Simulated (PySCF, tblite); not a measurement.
**C4H14FNSi2: geometry, infrared bands and NMR shifts**

Wanted: the infrared bands and NMR shifts of C4H14FNSi2 (`C[C@H](N)C[SiH2][SiH2]CF`), by calculation.

Computed with tblite 0.8.0 and PySCF 2.14.0, with density-fitted response routines of our own, on a single molecule in the gas phase. Atoms are numbered from 0 throughout.

### Step 1. The molecule as given

22 atoms, charge 0, multiplicity 1; geometry from: force field or distance geometry start.

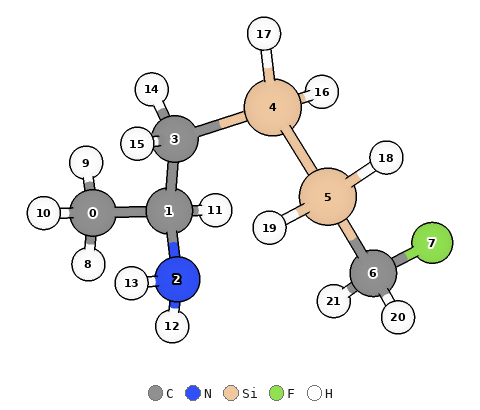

The starting geometry (carbon grey, nitrogen blue, silicon light orange, fluorine green, hydrogen white), atoms numbered; sticks join atoms by distance.

### Step 2. Geometry optimisation with GFN2-xTB

The job: settings as JSON, then the geometry in Å.

```
{"job": {"kind": "relax", "xc": "GFN2-xTB", "basis": "xTB"}, "charge": 0, "multiplicity": 1}
C     -2.911500     0.296000    -0.133700
C     -1.396800     0.351100    -0.080000
N     -0.839500    -0.049000    -1.370400
C     -0.864700    -0.585500     1.014700
Si     0.883800    -0.306100     1.638300
Si     2.437400    -0.697400    -0.015600
C      2.609200     0.795600    -1.078300
F      3.103600     1.833000    -0.329700
H     -3.297900     0.958000    -0.916200
H     -3.359900     0.626500     0.821400
H     -3.286900    -0.716300    -0.338800
H     -1.092900     1.377000     0.137900
H     -1.228600     0.579400    -2.081500
H     -1.193100    -0.974100    -1.624900
H     -1.507000    -0.480400     1.911300
H     -0.970200    -1.638500     0.720600
H      0.999100     1.074900     2.189400
H      1.125800    -1.248500     2.761700
H      3.751800    -1.037800     0.618200
H      2.054200    -1.893200    -0.805100
H      3.309900     0.629200    -1.889300
H      1.663600     1.125700    -1.511500
```

Run with:

```sh
> OMP_NUM_THREADS=1 python probes_run.py task.json out
```

One launch serves the whole session: the jobs run in the order shown.

The program printed:

```text
step      E/eV     max force
  0    -728.61637    2.299
  1    -728.73103    0.813
  2    -728.75960    0.283
  3    -728.77227    0.234
  4    -728.78234    0.284
  5    -728.79383    0.315
  6    -728.80453    0.266
  7    -728.81394    0.258
  8    -728.82151    0.207
  9    -728.82814    0.185
 10    -728.83339    0.155
 11    -728.83714    0.141
 12    -728.84027    0.124
 13    -728.84329    0.141
 14    -728.84631    0.129
 15    -728.84927    0.129
 16    -728.85211    0.122
 17    -728.85493    0.119
 18    -728.85754    0.100
 19    -728.85967    0.108
 20    -728.86160    0.102
 21    -728.86370    0.124
 22    -728.86617    0.118
 23    -728.86902    0.117
 24    -728.87184    0.122
 25    -728.87436    0.110
 26    -728.87677    0.132
 27    -728.87942    0.118
 28    -728.88236    0.117
 29    -728.88514    0.098
 30    -728.88711    0.081
 31    -728.88841    0.092
 32    -728.88966    0.098
 33    -728.89132    0.109
 34    -728.89341    0.113
 35    -728.89550    0.100
 36    -728.89717    0.094
 37    -728.89864    0.098
 38    -728.90039    0.119
 39    -728.90256    0.125
 40    -728.90498    0.146
 41    -728.90730    0.113
 42    -728.90927    0.084
 43    -728.91081    0.085
 44    -728.91211    0.082
 45    -728.91351    0.101
 46    -728.91532    0.118
 47    -728.91751    0.130
 48    -728.91964    0.103
 49    -728.92148    0.129
 50    -728.92330    0.129
 51    -728.92539    0.118
 52    -728.92773    0.128
 53    -728.92976    0.085
 54    -728.93113    0.108
 55    -728.93214    0.084
 56    -728.93306    0.082
 57    -728.93421    0.050
 58    -728.93462    0.044
 59    -728.93504    0.037
 60    -728.93537    0.044
 61    -728.93580    0.035
 62    -728.93617    0.042
 63    -728.93648    0.039
 64    -728.93672    0.032
 65    -728.93692    0.028
 66    -728.93707    0.025
 67    -728.93720    0.026
 68    -728.93732    0.021
 69    -728.93742    0.023
 70    -728.93751    0.018
 71    -728.93758    0.020
 72    -728.93767    0.020
 73    -728.93778    0.021
 74    -728.93789    0.020
 75    -728.93800    0.025
 76    -728.93812    0.029
 77    -728.93826    0.024
 78    -728.93840    0.023
 79    -728.93852    0.022
 80    -728.93862    0.024
 81    -728.93874    0.031
 82    -728.93892    0.035
 83    -728.93917    0.039
 84    -728.93943    0.031
 85    -728.93964    0.037
 86    -728.93982    0.038
 87    -728.94004    0.033
 88    -728.94031    0.037
 89    -728.94051    0.023
 90    -728.94060    0.020
 91    -728.94065    0.016
 92    -728.94069    0.015
 93    -728.94073    0.014
 94    -728.94077    0.017
 95    -728.94081    0.020
 96    -728.94086    0.020
 97    -728.94093    0.028
 98    -728.94103    0.028
 99    -728.94109    0.016
100    -728.94112    0.012
101    -728.94113    0.011
102    -728.94115    0.016
103    -728.94119    0.020
104    -728.94123    0.015
105    -728.94126    0.013
106    -728.94130    0.014
107    -728.94134    0.015
108    -728.94139    0.023
109    -728.94146    0.022
110    -728.94151    0.014
111    -728.94155    0.013
112    -728.94157    0.012
113    -728.94160    0.013
114    -728.94163    0.011
115    -728.94166    0.010
```

Run time: 1.1 s. Hardware: 1 thread of Arm Neoverse V1, shared host; peak memory 0.18 GiB.

Step by step: (not every step is listed)

| step | energy from step 0 (eV) | largest force (eV/Å) |
| --- | --- | --- |
| 0 | 0.0000 | 2.2989 |
| 1 | -0.1147 | 0.8125 |
| 2 | -0.1432 | 0.2828 |
| 3 | -0.1559 | 0.2344 |
| 4 | -0.1660 | 0.2842 |
| 5 | -0.1775 | 0.3150 |
| 6 | -0.1882 | 0.2659 |
| 7 | -0.1976 | 0.2580 |
| 8 | -0.2051 | 0.2068 |
| 18 | -0.2412 | 0.1004 |
| 28 | -0.2660 | 0.1166 |
| 38 | -0.2840 | 0.1190 |
| 48 | -0.3033 | 0.1026 |
| 58 | -0.3183 | 0.0443 |
| 68 | -0.3210 | 0.0212 |
| 78 | -0.3220 | 0.0234 |
| 88 | -0.3239 | 0.0372 |
| 98 | -0.3247 | 0.0280 |
| 108 | -0.3250 | 0.0228 |
| 110 | -0.3251 | 0.0139 |
| 111 | -0.3252 | 0.0128 |
| 112 | -0.3252 | 0.0122 |
| 113 | -0.3252 | 0.0127 |
| 114 | -0.3253 | 0.0112 |
| 115 | -0.3253 | 0.0099 |

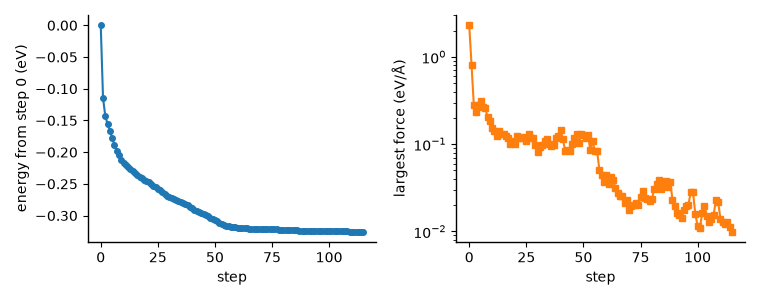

Energy and largest force along the relaxation.

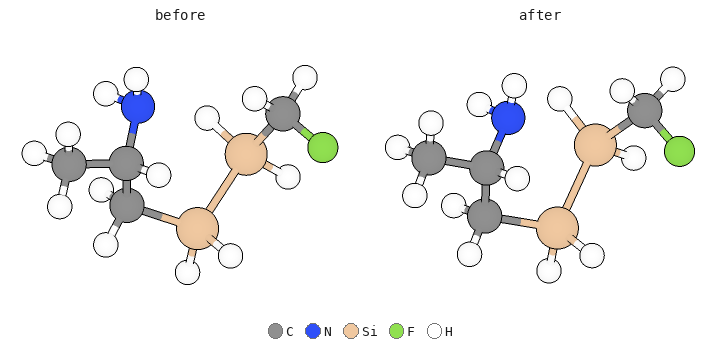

Before and after, at one scale.

Distances of close pairs at the start and the end, largest changes first:

| bond | before (Å) | after (Å) | change (Å) |
| --- | --- | --- | --- |
| Si5–C6 | 1.841 | 1.921 | +0.081 |
| C3–Si4 | 1.877 | 1.910 | +0.032 |
| Si4–H16 | 1.491 | 1.471 | -0.021 |
| C0–H9 | 1.106 | 1.087 | -0.019 |
| C3–H14 | 1.108 | 1.090 | -0.018 |
| Si5–H18 | 1.498 | 1.480 | -0.018 |
| C0–C1 | 1.517 | 1.533 | +0.016 |
| Si5–H19 | 1.483 | 1.468 | -0.015 |

The end geometry stands in the next job.

### Step 3. Infrared spectrum with GFN2-xTB

The job: settings as JSON, then the geometry in Å.

```
{"job": {"kind": "ir", "xc": "GFN2-xTB", "basis": "xTB"}, "charge": 0, "multiplicity": 1}
C     -2.887777     0.201382    -0.260626
C     -1.391548     0.318162     0.050198
N     -0.552245    -0.115530    -1.063236
C     -1.003086    -0.501387     1.274563
Si     0.861875    -0.320860     1.644009
Si     2.149691    -0.747168    -0.226162
C      2.585545     0.884376    -1.142595
F      2.981120     1.844839    -0.227379
H     -3.147588     0.785563    -1.142912
H     -3.480314     0.563070     0.575876
H     -3.152330    -0.839481    -0.444608
H     -1.152928     1.372036     0.237246
H     -0.706178     0.471157    -1.877090
H     -0.803510    -1.065443    -1.321130
H     -1.600702    -0.180080     2.127058
H     -1.253990    -1.547997     1.091016
H      1.042487     1.025745     2.206925
H      1.145605    -1.260181     2.744007
H      3.471900    -1.264987     0.191345
H      1.719227    -1.680404    -1.274898
H      3.421025     0.764632    -1.835292
H      1.743311     1.311941    -1.687504
```

The program printed:

```text
mode    cm-1     km/mol
  1      18.0      0.29
  2      42.9      5.87
  3      70.6      0.61
  4      96.1      7.71
  5     128.3      0.57
  6     140.0      2.39
  7     187.9      4.19
  8     214.6      0.43
  9     272.8     14.93
 10     326.6     11.00
 11     356.4     18.62
 12     397.9     37.72
 13     431.4     15.85
 14     450.6     20.79
 15     465.1      0.32
 16     476.0     21.87
 17     569.3     42.00
 18     582.0      6.21
 19     648.1    365.57
 20     668.9     26.91
 21     714.6    104.11
 22     759.4     94.90
 23     770.9    146.73
 24     793.4     78.52
 25     806.8    199.97
 26     846.3    182.63
 27     897.4      9.05
 28     970.2     72.12
 29     984.6     76.69
 30    1014.8     13.66
 31    1020.0     36.19
 32    1051.9     29.21
 33    1087.6     61.46
 34    1174.6     41.21
 35    1208.5     18.37
 36    1240.6     10.73
 37    1256.1      1.17
 38    1275.6      6.63
 39    1325.3     25.90
 40    1348.4     14.48
 41    1408.6      3.60
 42    1453.9      1.19
 43    1482.0      0.48
 44    1498.5      0.67
 45    1501.3      2.83
 46    1558.7     31.51
 47    2112.7    348.27
 48    2159.2    431.04
 49    2186.3     39.44
 50    2206.0    426.48
 51    2922.1     35.51
 52    2961.4     42.67
 53    2968.0     51.92
 54    2980.7     32.28
 55    2995.5     23.97
 56    3009.2     56.04
 57    3014.9     39.16
 58    3040.5     29.56
 59    3376.7      7.13
 60    3402.9      3.80
```

It took 1.1 s on 1 thread of Arm Neoverse V1, shared host; peak memory 0.18 GiB.

Which atoms move in the most intense modes:

| cm⁻¹ | km/mol | atoms |
| --- | --- | --- |
| 648 | 365.6 | H18 29 %, H17 24 %, H16 23 % |
| 715 | 104.1 | C6 35 %, Si5 30 %, H21 13 %, H19 11 % |
| 771 | 146.7 | H20 18 %, H21 17 %, H18 15 %, C6 15 % |
| 807 | 200.0 | H17 29 %, H16 27 % |
| 846 | 182.6 | H19 51 %, H18 39 % |
| 2113 | 348.3 | H18 94 % |
| 2159 | 431.0 | H17 93 % |
| 2206 | 426.5 | H19 72 %, H16 22 % |

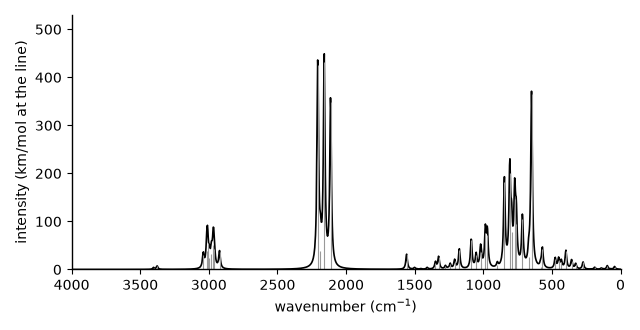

The infrared spectrum from these modes, unscaled. Lines are broadened to a width of 14 cm⁻¹ (Lorentzian).

### Step 4. Shielding tensors: PBE0/pcSseg-1

The job, as its differences from that of step 3:

```diff
@@ -1,2 +1,2 @@
-{"job": {"kind": "ir", "xc": "GFN2-xTB", "basis": "xTB"}, "charge": 0, "multiplicity": 1}
+{"job": {"kind": "nmr", "xc": "PBE0", "basis": "pcSseg-1"}, "charge": 0, "multiplicity": 1}
 C     -2.887777     0.201382    -0.260626
```

Level: GIAO PBE0/pcSseg-1 NMR shielding, non-relativistic, gas phase.

The program printed:

```text
coarse grid: 18424 points
cycle   1  E = -893.6404327348  dE =  4.662e-01  |g| = 5.895e-01  |ddm| = 3.976e+00
cycle   2  E = -893.6068233053  dE =  3.361e-02  |g| = 7.527e-01  |ddm| = 1.081e+00
cycle   3  E = -893.7121687915  dE = -1.053e-01  |g| = 6.950e-02  |ddm| = 6.493e-01
cycle   4  E = -893.7129282936  dE = -7.595e-04  |g| = 2.957e-02  |ddm| = 7.128e-02
cycle   5  E = -893.7131116396  dE = -1.833e-04  |g| = 5.768e-03  |ddm| = 2.447e-02
cycle   6  E = -893.7131191872  dE = -7.548e-06  |g| = 1.745e-03  |ddm| = 7.961e-03
final grid: 166488 points
cycle   7  E = -893.7639896811  dE = -4.162e-05  |g| = 1.160e-02  |ddm| = 3.354e-02
cycle   8  E = -893.7639653122  dE =  2.437e-05  |g| = 1.564e-02  |ddm| = 2.423e-02
cycle   9  E = -893.7640216260  dE = -5.631e-05  |g| = 9.482e-04  |ddm| = 1.436e-02
cycle  10  E = -893.7640217826  dE = -1.567e-07  |g| = 3.024e-04  |ddm| = 1.008e-03
cycle  11  E = -893.7640217992  dE = -1.658e-08  |g| = 5.952e-05  |ddm| = 2.773e-04
cycle  12  E = -893.7640218000  dE = -7.508e-10  |g| = 2.343e-05  |ddm| = 8.727e-05
converged SCF energy = -893.7640218000

GIAO shielding tensors (ppm)
atom      isotropic    diamagn.    paramagn.     s11        s22        s33       span
  0 C      153.017     246.813     -93.797    133.173    139.379    186.498     53.325
  1 C      136.267     244.225    -107.959    118.788    139.496    150.516     31.728
  2 N      188.068     318.782    -130.715    169.273    181.924    213.006     43.734
  3 C      163.591     252.826     -89.235    148.693    155.244    186.836     38.144
  4 Si     428.393     880.268    -451.875    400.690    411.502    472.988     72.298
  5 Si     428.660     878.590    -449.930    391.919    424.799    469.263     77.344
  6 C      106.129     247.354    -141.225     57.868     83.198    177.320    119.452
  7 F      462.204     473.353     -11.150    402.819    485.020    498.771     95.952
  8 H       30.302      29.346       0.955     26.202     27.841     36.862     10.660
  9 H       30.293      28.924       1.369     25.819     27.853     37.206     11.386
 10 H       30.869      30.085       0.784     27.999     29.118     35.489      7.490
 11 H       28.884      33.176      -4.292     25.604     28.499     32.549      6.944
 12 H       30.334      34.244      -3.910     25.419     27.268     38.316     12.897
 13 H       31.834      35.004      -3.170     28.049     29.579     37.874      9.825
 14 H       30.540      31.805      -1.265     25.185     29.458     36.977     11.792
 15 H       31.230      33.053      -1.823     27.610     30.343     35.736      8.126
 16 H       27.682      29.499      -1.817     24.222     25.827     32.997      8.775
 17 H       27.796      28.980      -1.184     23.947     25.622     33.818      9.871
 18 H       27.602      28.386      -0.784     23.747     25.024     34.036     10.288
 19 H       27.964      30.161      -2.198     23.813     27.742     32.336      8.523
 20 H       26.432      27.717      -1.284     22.298     26.617     30.382      8.085
 21 H       26.694      31.828      -5.134     22.565     27.265     30.252      7.686
```

Wall time 42 s (1 thread of Arm Neoverse V1, shared host); peak memory 0.92 GiB.

Shifts follow as δ = σ(reference) − σ, with reference shieldings (ppm) from runs at the same level and on the same kind of geometry: 1H TMS 31.72, 13C TMS 186.9, 29Si TMS 349.2, 19F CFCl3 170.9, 15N NH3 267.7. The references are single molecules in the gas phase, so shifts against H2O, NH3, PH3, H3PO4 or CFCl3 are not on the usual liquid scales and can be off by tens of ppm. Atoms listed in one row are averaged.

| atoms | environment | σ (ppm) | δ (ppm) | δ scaled to CDCl3 |
| --- | --- | --- | --- | --- |
| C6 | sp3 CH2 bonded to F and Si | 106.1 | 80.8 | 76.9 |
| C1 | sp3 CH bonded to N | 136.3 | 50.7 | 47.5 |
| C0 | methyl carbon | 153.0 | 33.9 | 31.2 |
| C3 | sp3 CH2 bonded to Si | 163.6 | 23.3 | 20.9 |
| H20 | hydrogen on an sp3 CH2 bonded to F and Si | 26.43 | 5.28 | 5.09 |
| H21 | hydrogen on an sp3 CH2 bonded to F and Si | 26.69 | 5.02 | 4.84 |
| H18 | hydrogen on a silicon bonded to C, Si | 27.60 | 4.11 | – |
| H16 | hydrogen on a silicon bonded to C, Si | 27.68 | 4.03 | – |
| H17 | hydrogen on a silicon bonded to C, Si | 27.80 | 3.92 | – |
| H19 | hydrogen on a silicon bonded to C, Si | 27.96 | 3.75 | – |
| H11 | hydrogen on an sp3 CH bonded to N | 28.88 | 2.83 | 2.78 |
| H8, H9, H10 | hydrogen on a methyl carbon | 30.49 | 1.23 | 1.26 |
| H14 | hydrogen on an sp3 CH2 bonded to Si | 30.54 | 1.18 | 1.22 |
| H12, H13 | hydrogen on an amine nitrogen | 31.08 | 0.63 | – |
| H15 | hydrogen on an sp3 CH2 bonded to Si | 31.23 | 0.49 | 0.56 |
| N2 | amine nitrogen | 188.1 | 79.7 | – |
| Si4 | silicon bonded to C, Si, 2 H | 428.4 | -79.2 | – |
| Si5 | silicon bonded to C, Si, 2 H | 428.7 | -79.5 | – |
| F7 | fluorine on an sp3 carbon | 462.2 | -291.3 | – |

The scaled column applies a straight-line fit of computed shieldings to shifts measured in CDCl3, and one for carbons that bear F (root-mean-square error 0.16 ppm for H, 1.9 ppm for C).

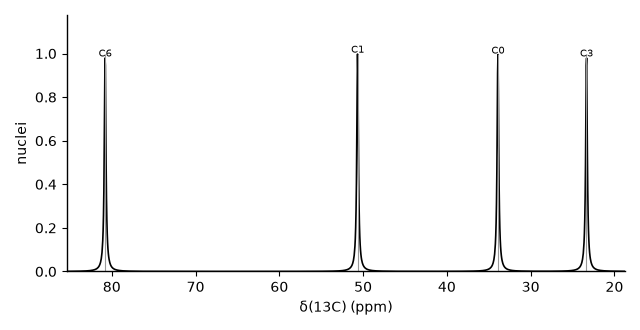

13C lines at the computed shifts, without couplings. Lines are broadened to a width of 0.23 ppm (Lorentzian).

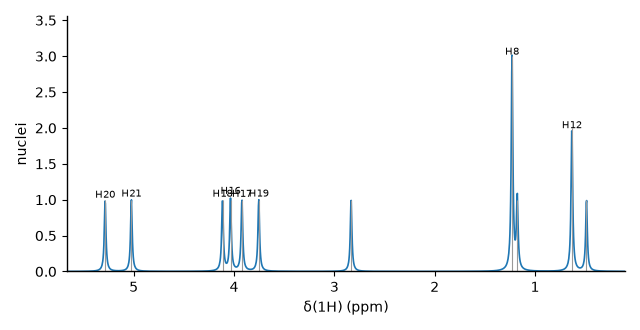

1H lines at the computed shifts, without couplings. Lines are broadened to a width of 0.02 ppm (Lorentzian).

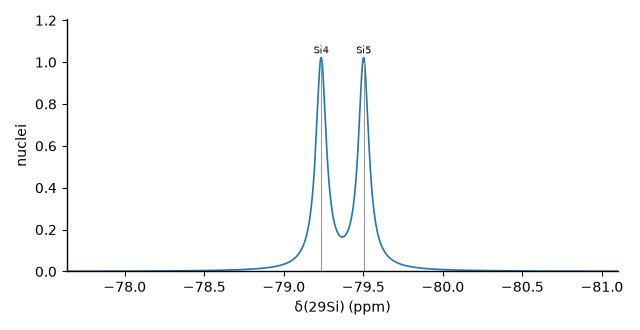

29Si lines at the computed shifts, without couplings. Lines are broadened to a width of 0.08 ppm (Lorentzian).

Charges from the same density, by scheme (e):

| atoms | Mulliken | IAO | Hirshfeld | ESP fit |
| --- | --- | --- | --- | --- |
| C0 | -0.20 | -0.43 | -0.13 | -0.70 |
| C1 | -0.19 | 0.01 | 0.02 | 0.54 |
| N2 | -0.44 | -0.55 | -0.18 | -0.61 |
| C3 | -0.46 | -0.53 | -0.16 | -0.49 |
| Si4 | 0.34 | 0.45 | 0.24 | 0.33 |
| Si5 | 0.34 | 0.45 | 0.22 | 0.25 |
| C6 | -0.11 | -0.21 | -0.07 | -0.03 |
| F7 | -0.35 | -0.33 | -0.13 | -0.25 |

IAO charges:

C0 -0.43; C1 0.01; N2 -0.55; C3 -0.53; Si4 0.45; Si5 0.45; C6 -0.21; F7 -0.33; H8 0.14; H9 0.14; H10 0.13; H11 0.13; H12 0.24; H13 0.24; H14 0.15; H15 0.13; H16 -0.10; H17 -0.11; H18 -0.13; H19 -0.11; H20 0.14; H21 0.14

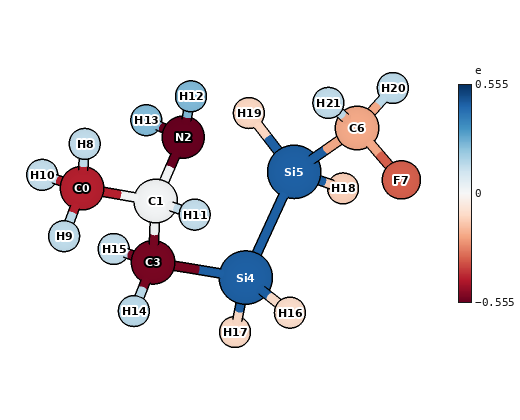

IAO charges, as colours on the atoms.

Mayer bond orders: C0–C1 1.03, C1–N2 0.98, C1–C3 1.00, C3–Si4 0.90, Si4–Si5 0.91, Si5–C6 0.89, C6–F7 0.83.

### Step 5. Summary of results

| quantity | value |
| --- | --- |
| strongest single infrared mode (GFN2-xTB) | 2159 cm⁻¹, 431 km/mol |
| zero-point energy (GFN2-xTB) | 107.7 kcal/mol |
| 13C shifts against TMS (PBE0/pcSseg-1) | 80.8, 50.7, 33.9, 23.3 ppm |
| 1H shifts against TMS (PBE0/pcSseg-1, means over atoms taken as alike) | 5.28, 5.02, 4.11, 4.03, 3.92, 3.75, 2.83, 1.23, 1.18, 0.63, 0.49 ppm |
| 15N shifts against NH3 (PBE0/pcSseg-1) | 79.7 ppm |
| 29Si shifts against TMS (PBE0/pcSseg-1) | -79.2, -79.5 ppm |
| 19F shifts against CFCl3 (PBE0/pcSseg-1) | -291.3 ppm |

In words: Over 115 steps the energy fell by 0.325 eV; of the close pairs, Si5–C6 changed most, 1.841 to 1.921 Å. No mode is imaginary among the 60: a minimum at this level. The strongest single mode, at 2159 cm⁻¹, moves mainly H17. GFN2-xTB is a fitted tight-binding method: band positions and strengths are rough. Its intensities can rank the bands wrongly. The most deshielded carbon is C6 (sp3 CH2 bonded to F and Si), at 80.8 ppm: pulled downfield by the heteroatom. At PBE0/pcSseg-1: Shielding is most anisotropic at C6 (span 119 ppm, paramagnetic term -141 ppm).
